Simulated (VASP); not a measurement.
Band structure of SnS₂ (space group P6_3mc). All values below come from LDA (Ceperley-Alder, Perdew-Zunger), VASP's LDA PAW potentials (set 64) (plane waves; VASP).

Unless said otherwise, spin-orbit coupling is left out, though it shifts the bands of the heavy elements here.

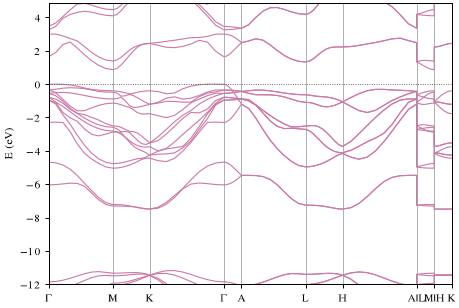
Fig. 1. Bands along high-symmetry lines, zero at the valence-band maximum or, without a gap, the Fermi level

Q: Read the plot: is there a gap, and where are the band edges?

A: The gap is indirect, 0.87 eV, from the valence maximum at K-Γ at 0.89 to the conduction minimum at M. (Edges off the drawn lines would not show.)

The structure comes from a computed database's SnS2 entry (P6_3mc); how it stands against other phases isn't given here. It was relaxed first, which changed the volume by -10 %.
